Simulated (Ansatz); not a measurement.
Calibrating HF/def2-TZVPP on molecular compounds of Sb

The vertical ionisation energy (cation less neutral) in eV of 6 molecular compounds of Sb: x at HF/def2-TZVPP, y at CCSD(T)/def2-TZVPP. Shapes, held fixed at every level: PBE0-D4/def2-TZVP. Flexible molecules stand in one conformer, not always the lowest. Programs: Ansatz 0.2.0.

| molecule | x (eV) | y (eV) |
| --- | --- | --- |
| C2H9O2SbSi (SMILES C[O][Sb]([SiH3])[O]C) | 8.02 | 8.66 |
| Sb(SiH3)2F | 8.32 | 9.11 |
| SbH2(CH3) | 8.33 | ? |
| SiH3(SbCl2) | 8.64 | 9.22 |
| SbH2Cl (SMILES [Cl][SbH2]) | 9.32 | 9.98 |
| SbHF2 (SMILES [F][SbH][F]) | 10.31 | 10.90 |

Task: Fit y = c + s·x to the known rows and predict y for SbH2(CH3).

Result: 
1. Means of the 5 rows: x = 8.9220, y = 9.574.
2. Σ(Δx)² = 3.3405, Σ(Δx·Δy) = 3.2057, so the slope is 3.2057/3.3405 = 0.95965.
3. Intercept: 9.574 − (0.95965) × 8.9220 = 1.012. The largest residual of the fit is 0.11.
4. SbH2(CH3): 1.012 + 0.95965 × 8.33 = 9.01 eV.

CCSD(T)/def2-TZVPP gives 9.28 eV, so the prediction is off by -0.27 eV, more than the largest residual. Uncorrected, HF/def2-TZVPP misses it by -0.95 eV, and the other rows by 0.65 on average. The line removes about 70 % of this miss. Left out in turn, the other rows are missed by 0.08 eV on average, so the withheld one doesn't follow the line. Cations run unrestricted. For atoms past krypton def2 sets carry core potentials with scalar relativity. Outer-core shells of Sb are correlated, in sets that cover them unevenly.

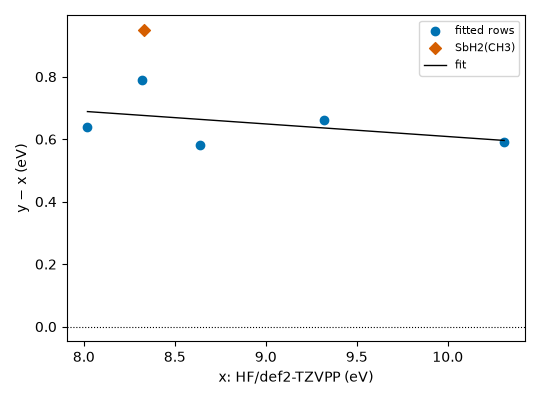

The correction y − x against x, with the fitted line and the withheld molecule.
